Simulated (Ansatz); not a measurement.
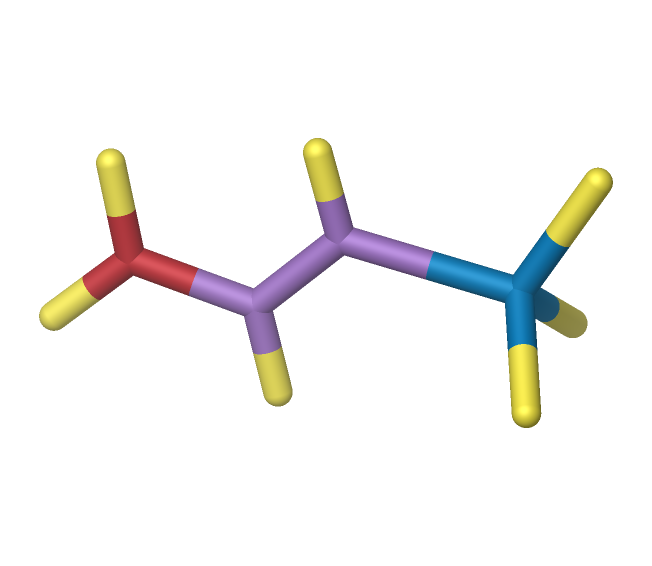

Rendered structure (stick style). Every bond is drawn as one stick, whatever its order. Colours: boron red, carbon purple, tin blue, hydrogen yellow.

> Count the atoms of each element.

C2H7BSn, 11 atoms: 2 carbon, 7 hydrogen, 1 boron and 1 tin.

> Write the SMILES.

B/C=[CH]/[SnH3]

The parts below concern this one geometry. Atoms keep their numbers from picture to picture. Computed geometry: PBE0-D4/def2-TZVP optimisation. No frequency run is at hand to confirm it as a minimum.

**Shape**

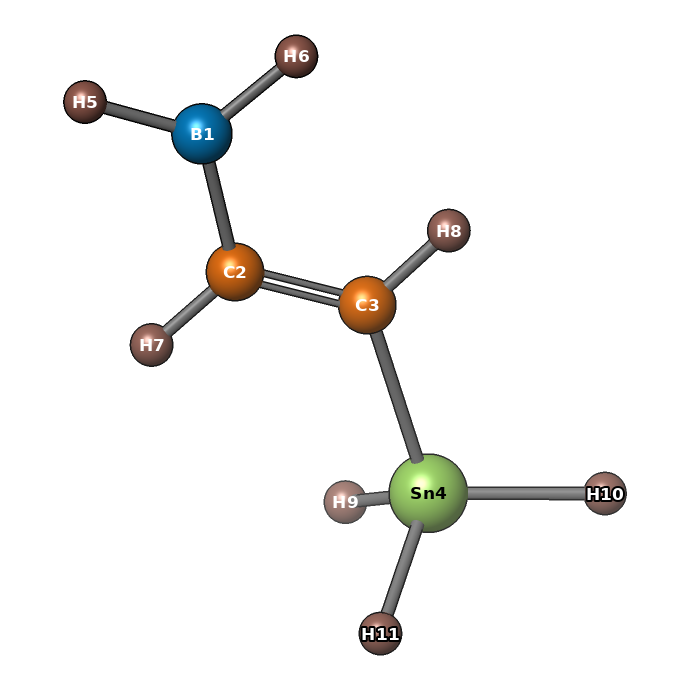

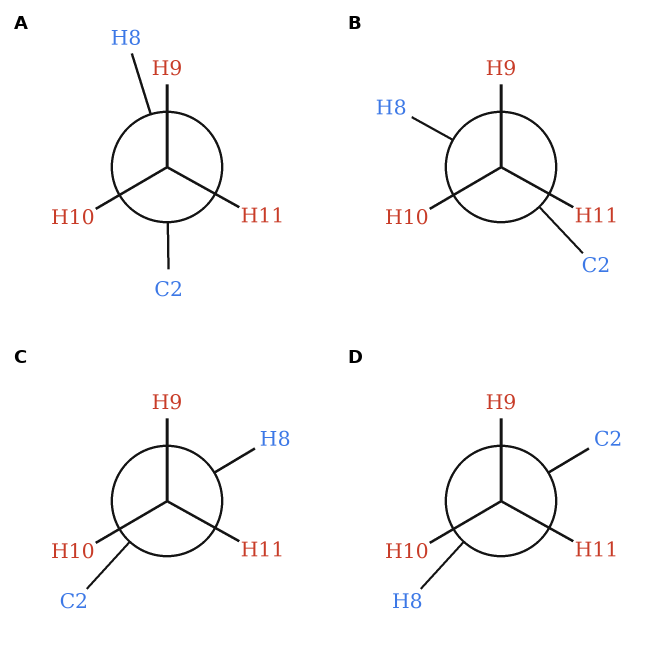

Atoms fade into the background with distance from the viewer. Bonds that would overlap in a projection are set slightly apart. No frequency run is at hand to confirm it as a minimum.

> Which Newman projection shows the view along Sn4–C3, with Sn4 in front?

D. The torsion angle H9–Sn4–C3–C2 is 59°, synclinal (gauche).

**Dipole moment**

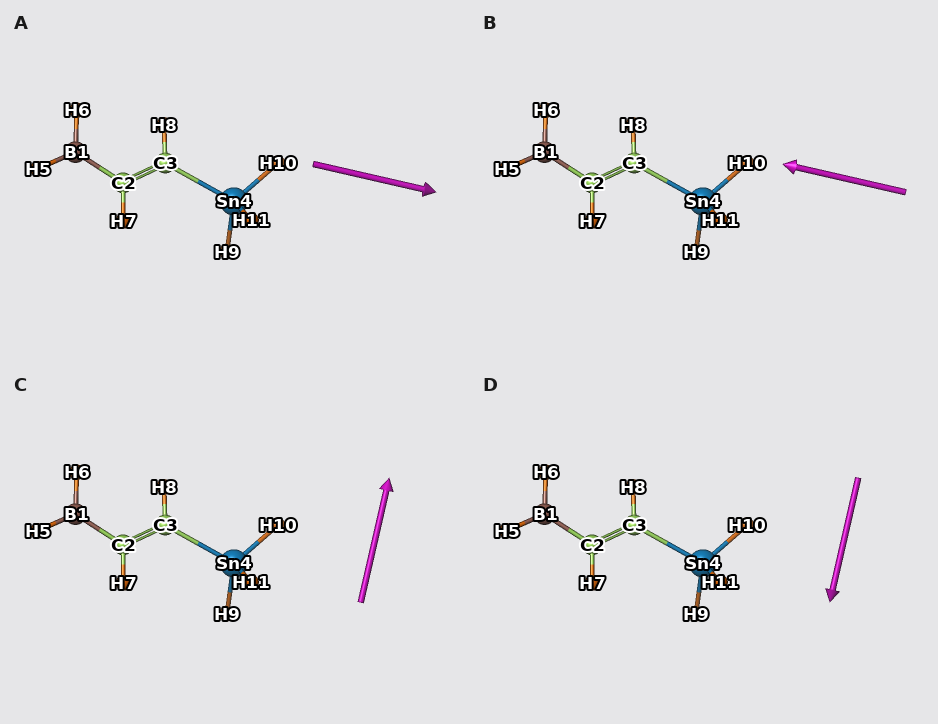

The same molecule four times, each with an arrow. No frequency run is at hand to confirm it as a minimum. Level of theory: RKS PBE-D4/def2-TZVPP, core potentials on Sn (Ansatz 0.2.0).

> Which arrow points along the dipole moment, from the negative to the positive end?

A. The dipole moment is 1.03 D; it points from the side of H5 to the side of H10 (the outermost atoms at the two ends).

**Levels of theory compared**

No frequency run is at hand to confirm it as a minimum. Program: Ansatz 0.2.0.

At this fixed geometry, give HOMO–LUMO gap (eV) at these levels: B3LYP-D4/def2-TZVPP; PBE-D4/def2-TZVPP; PBE0-D4/def2-TZVPP; r2SCAN-D4/def2-TZVPP; ωB97M-V/def2-TZVPP; ωB97X-V/def2-TZVPP.

| level | HOMO–LUMO gap (eV) |
| --- | --- |
| B3LYP-D4/def2-TZVPP | 5.50 |
| PBE-D4/def2-TZVPP | 3.69 |
| PBE0-D4/def2-TZVPP | 5.88 |
| r2SCAN-D4/def2-TZVPP | 4.16 |
| ωB97M-V/def2-TZVPP | 10.07 |
| ωB97X-V/def2-TZVPP | 10.37 |

**Charges**

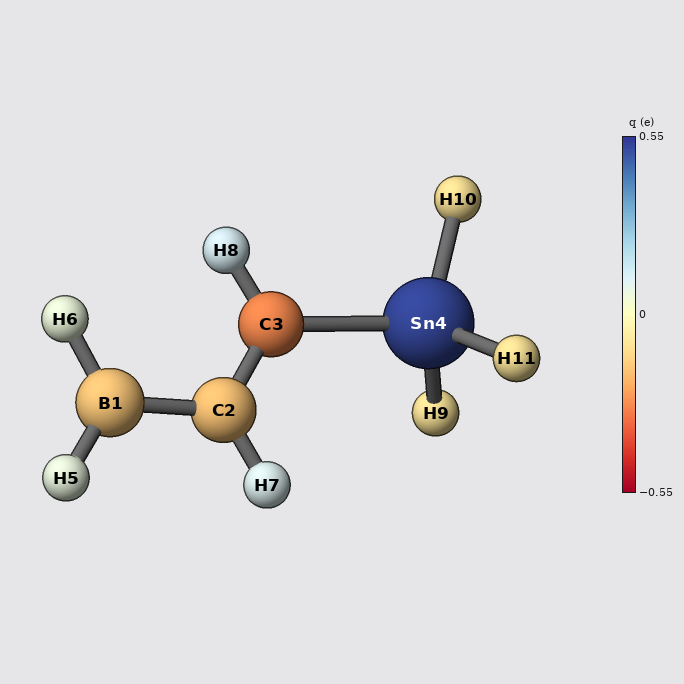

Atoms are coloured by their Mulliken charges. No frequency run is at hand to confirm it as a minimum. Level of theory: RKS ωB97M-V/def2-TZVPP, core potentials on Sn (Ansatz 0.2.0).

> Which atom carries the highest charge (most positive or least negative)?

Sn4 (0.51 e).

> And the lowest?

C3 (−0.28 e).

Give the Mulliken charges atom by atom.

| atom | value (e) |
| --- | --- |
| B1 | −0.15 |
| C2 | −0.17 |
| C3 | −0.28 |
| Sn4 | 0.51 |
| H5 | 0.07 |
| H6 | 0.06 |
| H7 | 0.10 |
| H8 | 0.12 |
| H9 | −0.09 |
| H10 | −0.09 |
| H11 | −0.09 |

Mulliken values depend strongly on the basis set and can even reverse the polarity of a bond.
